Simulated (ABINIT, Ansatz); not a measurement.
# Ba2ScCuO4 (P4/mmm): G0W0 with ABINIT, start to end, part 2 of 2

Aim: the G0W0 gap of Ba2ScCuO4 (P4/mmm) on PBEsol, step by step.

ABINIT 10.8.3; PBEsol and many-body steps on it, plane waves. Known limits of the many-body steps: not at the basis limit; d shell near the gap, gap tends to lie low; no spin-orbit coupling; coarse k mesh.

So far. Step 2 (Ground state): The gap is indirect, with the least direct gap 0.06 eV higher. Step 3 (Empty states on the mesh, 2×2×1 mesh, 116 bands): On this mesh the gap is 1.956 eV.

In doubt: a PseudoDojo file used here is known to give poor structures and forces, which bears on pressures, cells, forces and phonons.

## Step 4: Screening, 2×2×1 mesh, 106 bands, screening to 98 eV

The RPA dielectric matrix is built and inverted for each q.

This step: RPA screening on PBEsol, plane waves, norm-conserving pseudopotentials.

Input file run.abi:

```
acell 3*1.0 Angstrom
rprim 
  4.176956000000 0.000000000000 0.000000000000
  0.000000000000 4.176956000000 0.000000000000
  0.000000000000 0.000000000000 8.078857000000
ntypat 4
znucl 56 21 29 8
natom 8
typat 1 1 2 3 4 4 4 4
xred 
  0.500000000000 0.500000000000 0.767977000000
  0.500000000000 0.500000000000 0.232023000000
  0.000000000000 0.000000000000 0.000000000000
  0.000000000000 0.000000000000 0.500000000000
  0.000000000000 0.500000000000 0.000000000000
  0.500000000000 0.000000000000 0.000000000000
  0.000000000000 0.000000000000 0.724671000000
  0.000000000000 0.000000000000 0.275329000000
pp_dirpath "pseudos"
pseudos "Ba.upf, Sc.upf, Cu.upf, O.upf"
ecut 42
ngkpt 2 2 1
nshiftk 1
shiftk 0 0 0
kptopt 1
chksymbreak 0
istwfk *1
occopt 1
irdwfk 1
optdriver 3
nband 106
ecuteps 3.6
inclvkb 2
awtr 1
symchi 1
indata_prefix "in"
outdata_prefix "out"
tmpdata_prefix "tmp"
```

Command:

```bash
> OMP_NUM_THREADS=1 mpirun -n 4 abinit run.abi > log
```

Numbers of over 12 decimals in the logs are rounded to 6 here.

What it wrote:

```text
.Version 10.8.3 of ABINIT. v10.8.2 released Aug 2026.

 Symmetries : space group P4/m m m (#123); Bravais tP (primitive tetrag.)
[... echo of the input left out ...]
== DATASET  1 ==================================================================
-   mpi_nproc: 4, omp_nthreads: 1 (-1 if OMP is not activated)

--- !DatasetInfo
iteration_state: {dtset: 1, }
dimensions: {natom: 8, nkpt: 3, mband: 106, nsppol: 1, nspinor: 1, nspden: 1, mpw: 12409, }
cutoff_energies: {ecut:  42.0, pawecutdg:  -1.0, }
electrons: {nelect:   7.40000000E+01, charge:   0.00000000E+00, occopt:   1.00000000E+00, tsmear:   1.00000000E-02, }

 SCREENING: Calculation of the susceptibility and dielectric matrices

 Based on a program developped by R.W. Godby, V. Olevano, G. Onida, and L. Reining.
 Incorporated in ABINIT by V. Olevano, G.-M. Rignanese, and M. Torrent.
.Using double precision arithmetic ; gwpc =  8

[... cell and pseudopotentials left out ...]
--------------------------------------------------------------------------------

 ==== K-mesh for the wavefunctions ====
 Number of points in the irreducible wedge :     3
[... list of points left out ...]
 Together with 16 symmetry operations and time-reversal symmetry
 yields     4 points in the full Brillouin Zone.

 ==== Q-mesh for the screening function ====
 Number of points in the irreducible wedge :     3
[... list of points left out ...]
 Together with 16 symmetry operations and time-reversal symmetry
 yields     4 points in the full Brillouin Zone.

 setmesh: FFT mesh size selected  =    30x   30x   60
          total number of points  =        54000

 vcoul_init : cutoff-mode = AUXILIARY_FUNCTION
 q-points for optical limit:   1
     1)      0.000010    0.000020    0.000030

- screening: taking advantage of time-reversal symmetry
- Maximum band index for partially occupied states nbvw = 37
- Remaining bands to be divided among processors   nbcw = 69
- Number of bands treated by each node ~17

 Number of electrons calculated from density =   74.0000; Expected =   74.0000
 average of density, n =  0.077797
 r_s =    1.4532
 omega_plasma =   26.9053 [eV]

 calculating chi0 at frequencies [eV] :
  1    0.000000E+00    0.000000E+00
  2    0.000000E+00    2.690533E+01

--------------------------------------------------------------------------------
  q-point number  1        q = ( 0.000000, 0.000000, 0.000000) [r.l.u.]
--------------------------------------------------------------------------------
[... chi0 elements left out ...]
 For q-point:  0.000010 0.000020 0.000030
  dielectric constant =   5.1998
  dielectric constant without local fields =   5.8107

  Average fulfillment of the sum rule on Im[epsilon] for q-point    1 :     40.94  [%]
[... wings left out ...]
  q-point number  2        q = ( 0.500000, 0.000000, 0.000000) [r.l.u.]
--------------------------------------------------------------------------------
[... chi0 elements left out ...]
  Average fulfillment of the sum rule on Im[epsilon] for q-point    2 :     43.49  [%]

 [... 1 further q-points ...]
```

Elapsed: 36 s, on 4 MPI ranks of Arm Neoverse V1, shared host; peak memory 1.4 GiB; 2.4 min of CPU time.

This step gave:

* ε∞ with local fields, on this mesh, along the program's q direction: 5.200
* the same without local fields: 5.811
* plasma frequency: 26.91 eV
* plane waves in the screening matrix: 313

Local fields lower ε∞ by 11 %. On a Γ-centred mesh this coarse the value itself is usually too large, while a short band sum pulls it down.

## Step 5: Self-energy, 2×2×1 mesh, 106 bands, screening to 98 eV

The self-energy is evaluated for the states that the input lists, and the levels follow from it, in one-shot runs by the linearised quasiparticle equation.

This step: G0W0 on PBEsol, plane waves, norm-conserving pseudopotentials.

Edit run.abi of step 4 so:

```diff
@@ -29,8 +29,19 @@
 irdwfk 1
-optdriver 3
+optdriver 4
 nband 106
+gwcalctyp 0
+ecutsigx 42
+symsigma 1
+nkptgw 3
+kptgw 
+  0.5000000000 0.5000000000 0.0000000000
+  0.5000000000 0.0000000000 0.0000000000
+  0.0000000000 0.0000000000 0.0000000000
+bdgw 
+  36 39
+  36 39
+  36 39
 ecuteps 3.6
-inclvkb 2
-awtr 1
-symchi 1
+irdscr 1
+ppmodel 1
 indata_prefix "in"
```

What it wrote:

```text
.Version 10.8.3 of ABINIT. v10.8.2 released Aug 2026.

 Symmetries : space group P4/m m m (#123); Bravais tP (primitive tetrag.)
[... echo of the input left out ...]
== DATASET  1 ==================================================================
-   mpi_nproc: 4, omp_nthreads: 1 (-1 if OMP is not activated)

--- !DatasetInfo
iteration_state: {dtset: 1, }
dimensions: {natom: 8, nkpt: 3, mband: 106, nsppol: 1, nspinor: 1, nspden: 1, mpw: 12409, }
cutoff_energies: {ecut:  42.0, pawecutdg:  -1.0, }
electrons: {nelect:   7.40000000E+01, charge:   0.00000000E+00, occopt:   1.00000000E+00, tsmear:   1.00000000E-02, }

 SIGMA: Calculation of the GW corrections

 Based on a program developped by R.W. Godby, V. Olevano, G. Onida, and L. Reining.
 Incorporated in ABINIT by V. Olevano, G.-M. Rignanese, and M. Torrent.
.Using double precision arithmetic ; gwpc =  8

[... cell and pseudopotentials left out ...]
--------------------------------------------------------------------------------

 ==== K-mesh for the wavefunctions ====
 Number of points in the irreducible wedge :     3
[... list of points left out ...]
 Together with 16 symmetry operations and time-reversal symmetry
 yields     4 points in the full Brillouin Zone.

 ==== Q-mesh for screening function ====
 Number of points in the irreducible wedge :     3
[... list of points left out ...]
 Together with 16 symmetry operations and time-reversal symmetry
 yields     4 points in the full Brillouin Zone.

 vcoul_init : cutoff-mode = AUXILIARY_FUNCTION
 q-points for optical limit:   1
     1)      0.000010    0.000020    0.000030
 setmesh: FFT mesh size selected  =    48x   48x   90
          total number of points  =       207360

 Number of electrons calculated from density =   74.0000; Expected =   74.0000
 average of density, n =  0.077797
 r_s =    1.4532
 omega_plasma =   26.9053 [eV]

 === KS Band Gaps ===
  >>>> For spin  1
   Minimum direct gap =   1.9952 [eV], located at k-point      :   0.5000  0.0000  0.0000
   Fundamental gap    =   1.9562 [eV], Top of valence bands at :   0.5000  0.5000  0.0000
                                       Bottom of conduction at :   0.5000  0.0000  0.0000
 SIGMA fundamental parameters:
 PLASMON POLE MODEL  1
 number of plane-waves for SigmaX                12409
 number of plane-waves for SigmaC and W            313
 number of plane-waves for wavefunctions         12409
 number of bands                                   106
 number of independent spin polarizations            1
 number of spinorial components                      1
 number of k-points in IBZ                           3
 number of q-points in IBZ                           3
 number of symmetry operations                      16
 number of k-points in BZ                            4
 number of q-points in BZ                            4
 number of frequencies for dSigma/dE                 9
 frequency step for dSigma/dE [eV]                0.25
 number of omega for Sigma on real axis              0
 max omega for Sigma on real axis  [eV]           0.00
 zcut for avoiding poles [eV]                     0.10

 EPSILON^-1 parameters (SCR file):
 dimension of the eps^-1 matrix on file            313
 dimension of the eps^-1 matrix used               313
 number of plane-waves for wavefunctions         12409
 number of bands                                   106
 number of q-points in IBZ                           3
 number of frequencies                               2
 number of real frequencies                          1
 number of imag frequencies                          1

 matrix elements of self-energy operator (all in [eV])

 Perturbative Calculation

--- !SelfEnergy_ee
iteration_state: {dtset: 1, }
kpoint     : [   0.500,    0.500,    0.000, ]
spin       : 1
KS_gap     :    2.491
QP_gap     :    3.470
Delta_QP_KS:    0.979
data: !SigmaeeData |
     Band     E0 <VxcDFT>   SigX SigC(E0)      Z dSigC/dE  Sig(E)    E-E0       E
       36   5.325 -25.764 -32.578   6.650   0.731  -0.368 -25.884  -0.120   5.205
       37   5.325 -25.764 -32.578   6.650   0.731  -0.368 -25.884  -0.120   5.205
       38   7.816 -10.010  -5.947  -3.020   0.824  -0.214  -9.151   0.860   8.675
       39   7.816 -10.010  -5.947  -3.020   0.824  -0.214  -9.151   0.860   8.675

--- !SelfEnergy_ee
iteration_state: {dtset: 1, }
kpoint     : [   0.500,    0.000,    0.000, ]
spin       : 1
KS_gap     :    1.995
QP_gap     :    2.837
Delta_QP_KS:    0.842
data: !SigmaeeData |
     Band     E0 <VxcDFT>   SigX SigC(E0)      Z dSigC/dE  Sig(E)    E-E0       E
       36   4.822 -26.669 -33.888   6.930   0.724  -0.381 -26.878  -0.209   4.613
       37   5.286 -25.135 -31.781   6.511   0.733  -0.364 -25.234  -0.099   5.187
       38   7.281  -9.660  -5.769  -2.992   0.826  -0.211  -8.917   0.743   8.024
       39   8.636 -17.696 -12.913  -3.014   0.791  -0.264 -16.297   1.399  10.035

--- !SelfEnergy_ee
iteration_state: {dtset: 1, }
kpoint     : [   0.000,    0.000,    0.000, ]
spin       : 1
KS_gap     :    2.402
QP_gap     :    3.784
Delta_QP_KS:    1.382
data: !SigmaeeData |
     Band     E0 <VxcDFT>   SigX SigC(E0)      Z dSigC/dE  Sig(E)    E-E0       E
       36   5.102 -25.786 -32.614   6.641   0.730  -0.370 -25.922  -0.137   4.966
       37   5.102 -25.786 -32.614   6.641   0.730  -0.370 -25.922  -0.137   4.966
       38   7.504 -19.036 -15.069  -2.386   0.788  -0.269 -17.791   1.246   8.750
       39   8.620 -15.445  -8.319  -4.366   0.802  -0.248 -13.232   2.212  10.833

 New Fermi energy :        2.430897E-01 Ha ,    6.614807E+00 eV

 === QP Band Gaps ===
  >>>> For spin  1
   Minimum direct gap =   2.8374 [eV], located at k-point      :   0.5000  0.0000  0.0000
   Fundamental gap    =   2.8188 [eV], Top of valence bands at :   0.5000  0.5000  0.0000
                                       Bottom of conduction at :   0.5000  0.0000  0.0000

== END DATASET(S) ==============================================================
================================================================================

 -outvars: echo values of variables after computation  --------
           etotal      0.0000000000E+00
            nband         106
             nkpt           3
          spgroup         123
 [... the other variables as echoed above ...]

 Calculation completed.
```

Wall time 13 s (4 MPI ranks); peak memory 1 GiB; 52 s of CPU time.

Numbers from this step:

```
G0W0 gap on the points computed              : 2.819 eV
starting gap on the mesh                     : 1.956 eV
k of the valence top                         : 0.5, 0.5, 0
k of the conduction bottom                   : 0.5, 0, 0
Z at the valence top                         : 0.731
Z at the conduction bottom                   : 0.826
least direct G0W0 gap on the computed points : 2.837 eV
```

The gap on the mesh goes from 1.96 eV to 2.82 eV, a correction of +0.86 eV. The start differs from the 1.93 eV found before because the two sample other k points.

Limits: finite bands, cutoff and mesh; d shell near the gap, gap tends to lie low; no spin-orbit coupling; coarse k mesh. v1 is the top filled band, c1 the lowest empty one. Levels before and after the correction, in eV, zero at the valence-band top of each column:

```
           conduction bottom  valence top
Kohn-Sham               1.96         0.00
     G0W0               2.82         0.00
```

|  | level | energy (eV) |
| --- | --- | --- |
| Kohn-Sham | (0.5 0.5 0) v2-v1 | 0.000 |
| Kohn-Sham | (0.5 0.5 0) c1-c2 | 2.490 |
| Kohn-Sham | (0.5 0 0) v2 | -0.503 |
| Kohn-Sham | (0.5 0 0) v1 | -0.039 |
| Kohn-Sham | (0.5 0 0) c1 | 1.956 |
| Kohn-Sham | (0.5 0 0) c2 | 3.311 |
| G0W0 | (0.5 0.5 0) v2-v1 | 0.000 |
| G0W0 | (0.5 0.5 0) c1-c2 | 3.470 |
| G0W0 | (0.5 0 0) v2 | -0.592 |
| G0W0 | (0.5 0 0) v1 | -0.018 |
| G0W0 | (0.5 0 0) c1 | 2.819 |
| G0W0 | (0.5 0 0) c2 | 4.830 |

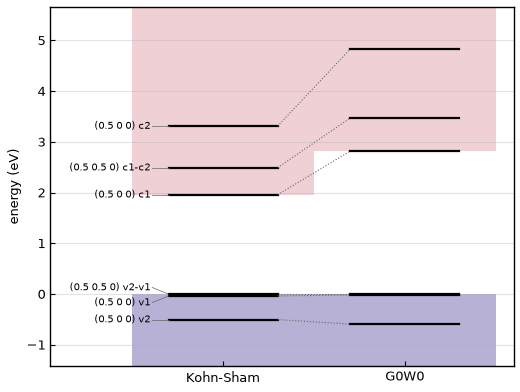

Levels before and after the correction. Shaded: valence and conduction bands.

## Step 6: Where the time went

Times are wall times on 4 MPI ranks of Arm Neoverse V1, shared host, good to a factor of about two.

```csv
step,time,share,memory (GiB)
ground state,7 min,80 %,0.74
empty states on the mesh,53 s,10 %,0.45
screening,36 s,7 %,1.4
self-energy,13 s,3 %,1.0
```

## Step 7: What came out

| Item | Value |
| --- | --- |
| PBEsol gap | 1.93 eV, indirect |
| G0W0 gap on the mesh | 2.82 eV |
| G0W0 gap over the zone (rigid shift) | 2.80 eV |
| GW settings | 2×2×1 mesh, 106 bands, screening to 98 eV, Godby-Needs plasmon pole |
| known limits | not at the basis limit; d shell near the gap, gap tends to lie low; no spin-orbit coupling; coarse k mesh |

In words: G0W0 moves the gap on the mesh from 1.96 eV to 2.82 eV (+0.86 eV), with Z of 0.73 and 0.83 at the edges. The mesh misses the band edges by 0.02 eV in all; a rigid shift gives 2.80 eV for the zone. Local fields lower the RPA ε∞ on this mesh from 5.81 to 5.20; a Γ-centred mesh this coarse tends to raise both, most where the direct gap is narrow, while a short band sum lowers them. The dearest step here is «ground state». Bands and cutoff are finite, so the gap is not at the basis limit. The miss can reach some tenths of an eV and take either sign; the mesh is an error of its own. The 2×2×1 mesh is coarse for this cell, which bears on the long-range parts of exchange and screening. A d shell, filled or nearly so, lies near the gap. One-shot GW converges very slowly in bands there, not always from below, and on a semilocal start the gap tends to come out low; starts rich in exact exchange can overshoot instead. The many-body steps are scalar-relativistic: spin-orbit coupling is not in them.

[Paths, hosts, dates, memory and timing lines, banners, echoed tables and standing remarks are left out of the program output.]

[Logs are printed without paths, hosts, clocks, repeated set-up lines and the standing remarks that a program may print on its own settings, such as how far it seeks lower states.]

[Runs of the session that timed out or met a known fault of the program may be left out.]

[Hosts, paths, dates, database ids (printed as entryN), source tags and the programs' standing remarks are cut or masked in the printed files.]

[G0W0 gaps are taken among the corrected bands and points alone; a level outside them can change the order at an edge.]

[Where Ansatz stands beside ABINIT at settings called matched, ABINIT's density can come from a denser mesh and the files from another edition; pairs whose starting gaps differed by over 0.03 eV were left out, so agreement reads better than it is.]
